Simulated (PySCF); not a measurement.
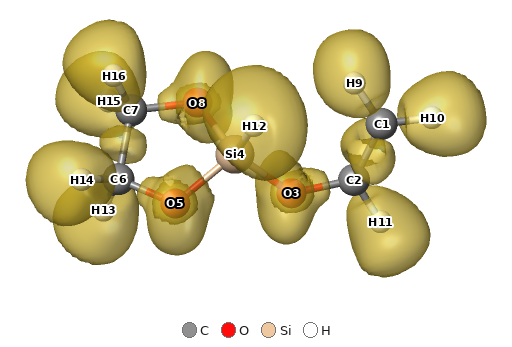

C₄H₈O₃Si (SMILES C=CO[SiH]1OCCO1). Isosurface of the electron localisation function at 0.75 (yellow), seen across its widest extent. Core shells and regions of very low density are left out.

Geometry: GFN2-xTB.

Method: PySCF 2.14.0, PBE0/def2-SVPD, SCF density, gas phase.

Input file:

```
{"job": {"kind": "uv", "xc": "PBE0", "basis": "def2-SVPD", "nstates": 6, "ntriplets": 2}, "charge": 0, "multiplicity": 1}
C      3.168157    -0.039893     0.248132
C      2.423639    -1.042279    -0.176695
O      1.081449    -1.108184    -0.131051
Si    -0.002744    -0.224760     0.666945
O     -1.414750    -1.038563     0.644750
C     -2.454778    -0.249412     0.148142
C     -1.914705     1.180291    -0.081737
O     -0.519109     1.113696    -0.121874
H      2.722695     0.837159     0.680365
H      4.237686    -0.072471     0.164821
H      2.847776    -1.931388    -0.627598
H      0.384620     0.084626     2.035437
H     -2.805247    -0.691890    -0.789111
H     -3.275333    -0.245104     0.870186
H     -2.271620     1.606977    -1.021079
H     -2.215334     1.830139     0.746438
```

Run with:

```sh
OMP_NUM_THREADS=1 python probes_run.py task.json out
```

Identify the bonds, lone pairs and shells in this picture.

Answer. The ELF exceeds this value in two regions between bonded C–C atoms (shared pairs), eight regions around hydrogen nuclei and three regions on O in which the atom's valence shell and bonds are merged.

Values along the shortest contacts:
C–C (1.32 Å): the ELF peaks at about 0.90 between the atoms; a multiple bond. C–O (1.34 Å): the ELF peaks at about 0.90 between the atoms: a polar covalent bond.
